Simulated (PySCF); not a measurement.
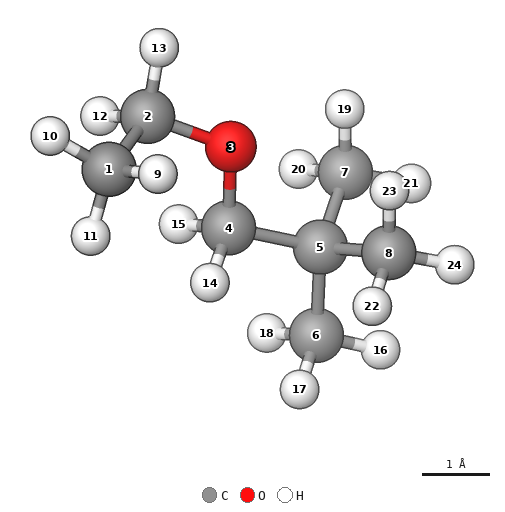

This is the input geometry for a relaxation of C7H16O. A ball-and-stick model, seen from a free direction.

The start comes from GFN2-xTB.

All numbers below come from PBE0-D3(BJ)/def2-SVP geometry optimisation, gas phase (PySCF).

```xyz
24

C     3.2358   -0.1375   -0.1748
C     2.2412    0.6230   -1.0516
O     0.9363    0.0993   -1.0292
C     0.2300    0.3297    0.1698
C    -1.2350   -0.1021   -0.0001
C    -1.9793    0.1523    1.3122
C    -1.8761    0.7099   -1.1263
C    -1.2798   -1.5913   -0.3450
H     3.1976   -1.1984   -0.4102
H     4.2409    0.2308   -0.3624
H     3.0103   -0.0049    0.8807
H     2.2254    1.6849   -0.7588
H     2.5505    0.5559   -2.0985
H     0.6797   -0.2351    0.9997
H     0.2749    1.4008    0.4247
H    -3.0243   -0.1302    1.2100
H    -1.5440   -0.4296    2.1219
H    -1.9341    1.2050    1.5834
H    -1.3141    0.5709   -2.0456
H    -1.8805    1.7695   -0.8792
H    -2.9025    0.3889   -1.2879
H    -0.8406   -2.1818    0.4563
H    -0.7169   -1.7730   -1.2561
H    -2.3069   -1.9171   -0.4920
```

### What does the optimiser find from here?

Over 3 geometry steps the energy falls by 5.45 kJ/mol. The largest force component goes from 0.63 to 0.013 eV/Å. The largest move after the best rigid fit is that of H11, 0.079 Å. By element the largest moves are H 0.079 Å, C 0.033 Å, O 0.030 Å. Some distances before and after: C1–H10 1.087 → 1.101 Å, C1–C2 1.529 → 1.518 Å, C2–H12 1.102 → 1.110 Å, C4–C5 1.537 → 1.529 Å.

The structure at the end:

```xyz
24

C     3.2204   -0.1617   -0.1903
C     2.2387    0.6284   -1.0375
O     0.9325    0.1238   -1.0129
C     0.2202    0.3517    0.1678
C    -1.2310   -0.0980   -0.0059
C    -1.9687    0.1585    1.3074
C    -1.8794    0.7018   -1.1368
C    -1.2601   -1.5906   -0.3403
H     3.1925   -1.2263   -0.4681
H     4.2448    0.2088   -0.3470
H     3.0008   -0.0828    0.8849
H     2.2409    1.6947   -0.7300
H     2.5516    0.5984   -2.0930
H     0.6671   -0.1961    1.0223
H     0.2455    1.4318    0.4275
H    -3.0241   -0.1437    1.2249
H    -1.5220   -0.4115    2.1379
H    -1.9475    1.2265    1.5784
H    -1.3205    0.5672   -2.0737
H    -1.8945    1.7783   -0.9015
H    -2.9191    0.3779   -1.3008
H    -0.8061   -2.1856    0.4686
H    -0.6983   -1.7909   -1.2636
H    -2.2951   -1.9410   -0.4773
```

After the run, drawn alike:

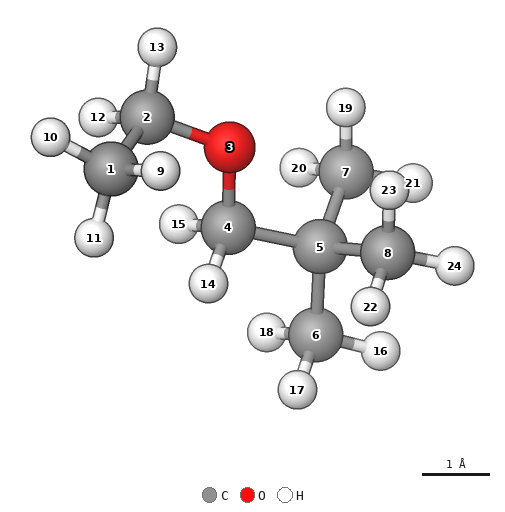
